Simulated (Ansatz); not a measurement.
**BCCD(T)/STO-3G run of AlH3S (SMILES [AlH2][SH])**

What is the vertical singlet–triplet gap of AlH3S at BCCD(T)/STO-3G? 

The results are computed with Ansatz 0.2.0.

52 further runs of the same task are left out: 52 set aside as unsound or not needed.

### 1 The system as given

AlH3S has 5 atoms, charge 0, and is taken as a singlet. As SMILES, `[AlH2][SH]`. The coordinates come from a PBE0-D4/def2-TZVP relaxation.

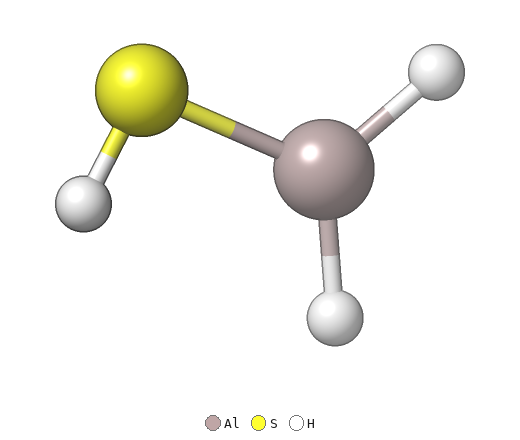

The structure, seen from a chosen angle (aluminium light grey, sulfur yellow, hydrogen white).

### 2 The energy at BCCD(T)/STO-3G

File molecule.yaml:

```yaml
crystal:
  periodic: [false, false, false]
  atoms:
    - {symbol: Al, position_ang: [-0.616100, -0.064200, -0.181700]}
    - {symbol: S, position_ang: [1.129100, -0.343100, 1.096600]}
    - {symbol: H, position_ang: [-1.981700, -0.650100, 0.351100]}
    - {symbol: H, position_ang: [-0.441100, 0.696000, -1.556400]}
    - {symbol: H, position_ang: [1.959700, 0.287800, 0.249000]}
basis:
  gaussian:
    orbitals: STO-3G
correlation:
  method: bccd_t
  frozen_orbitals: {Al: 5, H: 0, S: 5}
accuracy: high
scf:
  omitted_lower_state_checks: [cluster_reference, increment]
```

On the command line:

```console
$ ansatz run molecule.yaml --threads 1 --pin off --max-ram 2610MiB --events-out events.jsonl --progress --plain --runs-dir runs
```

Standard output, shortened:

```text
Warning: RAYON_NUM_THREADS=1 ignored (pool sized by the plan → 1); use --threads N
Functional definition: HF
  name "HF"
[...]
363 factors; integrals over basis functions are off by at most 8.9e-9 eV
[...]
mean field -17250.53285274 eV, -633.9453895071 hartree, gradient 5.4e-8 eV, S^2 0.000000; 0 other end points of the search recorded, 0 dependent functions left out
10 core orbitals not correlated: weight in the atoms' cores, before any rotation towards them, 0.999 or more for the frozen orbitals, at most 0.000 for the correlated occupied ones
reference -17250.53285274 eV, -633.9453895071 hartree; 6, 6 occupied and 5, 5 virtual orbitals, 363 factors
second order -1.49133601 eV of doubles, -0.00000000 eV of singles
cycle   1  -1.89101498 eV  change   -4.0e-1 eV  update   6.4e-2
[...]
cycle  20  -2.11583970 eV  change  -4.1e-10 eV  update  2.2e-10
perturbative correction -0.04112032 eV, -0.0015111439 hartree
Total energy: -17252.68981276 eV, -634.0246563257 hartree
Checks for a lower state left out: cluster_reference, increment
```

Wall time 0.2 s (1 thread of Arm Neoverse V1, shared host).

### 3 The triplet, same level

File job.yaml:

```yaml
crystal:
  periodic: [false, false, false]
  atoms:
    - {symbol: Al, position_ang: [-0.616100, -0.064200, -0.181700]}
    - {symbol: S, position_ang: [1.129100, -0.343100, 1.096600]}
    - {symbol: H, position_ang: [-1.981700, -0.650100, 0.351100]}
    - {symbol: H, position_ang: [-0.441100, 0.696000, -1.556400]}
    - {symbol: H, position_ang: [1.959700, 0.287800, 0.249000]}
basis:
  gaussian:
    orbitals: STO-3G
magnetization:
  spin_polarized: true
  initial_magnetization: 2
correlation:
  method: bccd_t
  frozen_orbitals: {Al: 5, H: 0, S: 5}
accuracy: high
scf:
  omitted_lower_state_checks: [cluster_reference, increment]
```

On the command line:

```console
$ ansatz run job.yaml --threads 1 --pin off --max-ram 2610MiB --events-out events.jsonl --progress --plain --runs-dir runs
```

Standard output, shortened:

```text
Warning: RAYON_NUM_THREADS=1 ignored (pool sized by the plan → 1); use --threads N
[... 2 set-up lines as earlier in the session ...]
[...]
363 factors; integrals over basis functions are off by at most 8.9e-9 eV
[...]
mean field -17243.94345933 eV, -633.7032337657 hartree, gradient 2.7e-8 eV, S^2 2.034848; 8 other end points of the search recorded, 0 dependent functions left out
10 core orbitals not correlated: weight in the atoms' cores, before any rotation towards them, 0.999 or more for the frozen orbitals, at most 0.000 for the correlated occupied ones
reference -17243.94345933 eV, -633.7032337657 hartree; 7, 5 occupied and 4, 6 virtual orbitals, 363 factors
second order -1.18616617 eV of doubles, -0.00000000 eV of singles
cycle   1  -1.58890759 eV  change   -4.0e-1 eV  update   5.9e-2
[...]
cycle  33  -1.88877501 eV  change  -1.5e-10 eV  update   1.3e-9
perturbative correction -0.01051152 eV, -0.0003862911 hartree
Total energy: -17245.84274585 eV, -633.7730312580 hartree
Checks for a lower state left out: cluster_reference, increment
```

Run time: 0.61 s. Hardware: 1 thread of Arm Neoverse V1, shared host.

### 4 Summary of results

Level: BCCD(T)/STO-3G, 10 core orbitals frozen.

| quantity | value |
| --- | --- |
| singlet: total energy | -634.02466 Eh |
| singlet: correlation energy (10 core orbitals frozen) | -79.3 mEh |
| singlet: (T) correction | -1.51 mEh |
| triplet: total energy | -633.77303 Eh |
| triplet: correlation energy (10 core orbitals frozen) | -69.8 mEh |
| triplet: (T) correction | -0.39 mEh |
| triplet: ⟨S²⟩ of the reference determinant | 2.035 |
| vertical energy of the triplet above the singlet | 6.847 eV |

At this shape the triplet lies 6.85 eV (158 kcal/mol) above the singlet. In a minimal basis such a difference can be off by several eV, whatever the method. The triples (singlet) make up 1.9 % of the correlation energy. The triples (triplet) make up 0.6 % of the correlation energy.
